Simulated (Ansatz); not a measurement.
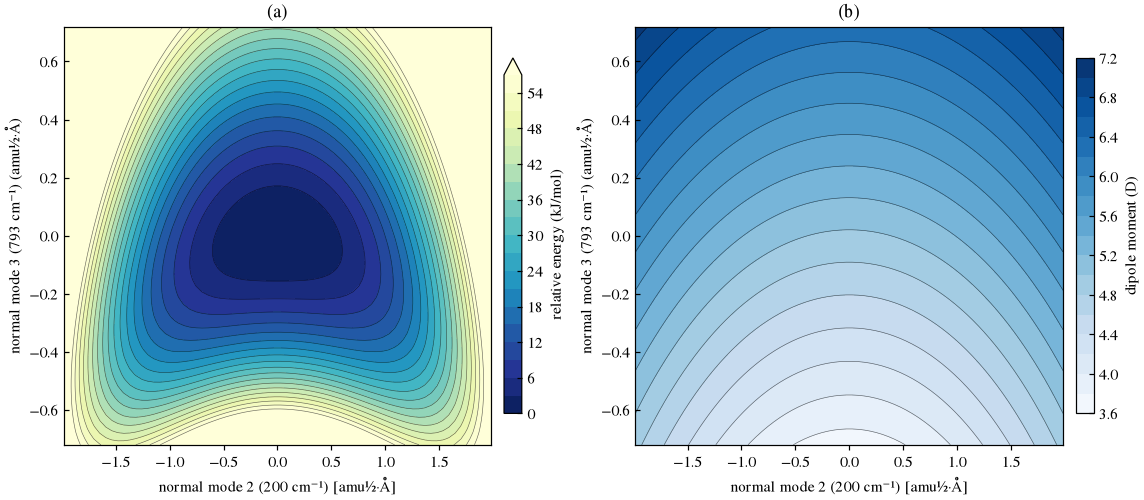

CH₂LiN, SMILES [Li][N]=C. Coordinates scanned: (1) normal mode 2 (200 cm⁻¹); (2) normal mode 3 (793 cm⁻¹). Nothing is relaxed (straight displacements along the two mass-weighted modes). The grid has 15 × 15 points; 125 points were computed and 100 follow by symmetry. Points are written as (first, second). All energies are given in kJ/mol relative to the lowest grid point. Method: RKS CAM-B3LYP-D4/def2-TZVP (Ansatz 0.2.0).

Panel (a) is the energy; panel (b) is the computed dipole moment, in D.

The picture shows filled contours, one colour for all values above the top of the scale. Between grid points the surface is interpolated.

**How does the dipole moment vary over the map, and what is it at the lowest grid point?**

Leaving out the highest fifth of the energies, it runs from 3.88 D at (0.000 amu½·Å, −0.617 amu½·Å) to 6.45 D at (−0.850 amu½·Å, 0.720 amu½·Å). At the lowest grid point, (0.000 amu½·Å, 0.000 amu½·Å), it is 4.96 D.
